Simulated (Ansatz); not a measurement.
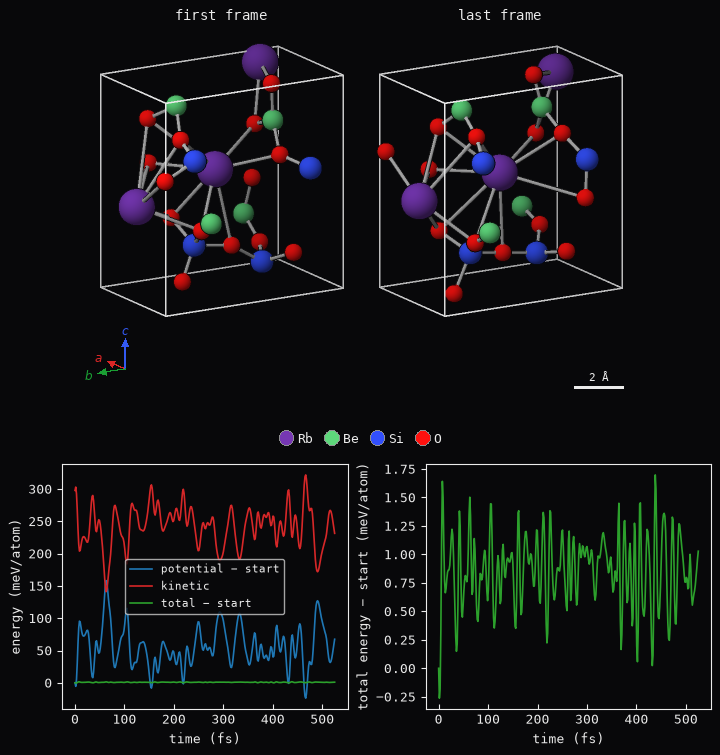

First-principles dynamics of Rb2Be2Si2O7 with a Rb vacancy (25 atoms in the cell, charge -1), 525 fs long. It starts from the last geometry of an earlier run, with fresh velocities. The picture is a ball-and-stick view of the simulation cell, seen from a free direction. Bonds to atoms that aren't drawn are left out.

The calculation used DFT PBEsol, scalar-relativistic, plane waves, PAW in Ansatz. Settings: plane-wave cutoff 420 eV; k-point mesh 2 × 1 × 1; Fermi-Dirac smearing 0.05 eV; constant energy (NVE); velocities drawn for 2400 K; time step 1.5 fs.

Input
```yaml
crystal:
  lattice:
    - [5.303925, 0.0, 0.0]
    - [0.0, 8.607883, 0.0]
    - [0.0, 0.0, 9.194165]
  atoms:
    - { symbol: Rb, position: [0.49235368, -0.02277883, 0.43869637] }
    - { symbol: Rb, position: [-0.02780647, 0.10620189, -0.06018786] }
    - { symbol: Rb, position: [0.50626865, 0.53227972, 0.55594949] }
    - { symbol: Be, position: [0.49925328, 0.20774155, 0.74441167] }
    - { symbol: Be, position: [1.04091406, 0.72288996, 0.38732478] }
    - { symbol: Be, position: [-0.03422886, 0.20160011, 0.24265831] }
    - { symbol: Be, position: [0.51389589, 0.74666567, 0.88098436] }
    - { symbol: Si, position: [1.04024967, 0.81673422, 0.69339864] }
    - { symbol: Si, position: [0.00786244, 0.17705202, 0.58208294] }
    - { symbol: Si, position: [0.48059065, 0.27588489, 0.09212227] }
    - { symbol: Si, position: [0.53110626, 0.64049389, 0.20976214] }
    - { symbol: O, position: [0.30918191, 0.79756369, 0.75411411] }
    - { symbol: O, position: [-0.09302974, 0.17551007, 0.41569478] }
    - { symbol: O, position: [0.29618527, 0.68413899, 0.31489764] }
    - { symbol: O, position: [0.72515852, 0.19957119, 0.14182195] }
    - { symbol: O, position: [0.77002641, 0.21115835, 0.69134932] }
    - { symbol: O, position: [0.01538515, -0.00694019, 0.62536285] }
    - { symbol: O, position: [0.77782819, 0.81086847, 0.79337011] }
    - { symbol: O, position: [0.99467808, 0.72669546, 0.544497] }
    - { symbol: O, position: [0.48414396, 0.44674858, 0.19053896] }
    - { symbol: O, position: [0.47681824, 0.22457276, 0.92204108] }
    - { symbol: O, position: [0.21438287, 0.19636539, 0.16080807] }
    - { symbol: O, position: [0.27191842, 0.25166108, 0.6190845] }
    - { symbol: O, position: [0.49898579, 0.71792658, 1.05202272] }
    - { symbol: O, position: [0.79807797, 0.67198212, 0.30715113] }
total_charge: -1
basis:
  ecutwfc: 420.0
kpoints:
  mp_grid: { grid: [2, 1, 1] }
hamiltonian:
  xc: pbesol
scf:
  occupations: { method: fermi_dirac, width: 0.05 }
  lower_state_search: "off"
md:
  timestep: 1.5
  n_steps: 350
  ensemble: nve
  temperature: 2400.0
  initial_velocities: maxwell_boltzmann
  seed: 447310
```

Run as
```bash
ansatz run input.yaml --threads 1 --pin off --max-ram 3072MiB --backend cpu --events-out ev --progress --plain --runs-dir out
```

Question: Check the integration.

Answer: The total energy stays between −0.26 and 1.7 meV per atom of its start. A straight-line fit has a slope that amounts to +0.032 meV per atom over 525 fs (under 0.1 % of the mean kinetic energy), and the ripple about it is 1.0 % of the kinetic energy's fluctuation. With a drift under 2 % and a ripple under 7 %, the integration is accurate. The mean temperature in the second half is 1932 K (standard deviation 237 K). The potential energy in the second half lies on average 59.0 meV per atom above the first frame.

Limits of the set-up: the periodic images lie only 5.3 Å apart, so the values are limited by the cell's size; the cell is charged, on a uniform background, and energies carry no finite-size correction.

The run took 20 min on 1 thread of Arm Neoverse V2 (shared host), peak memory 0.64 GiB.
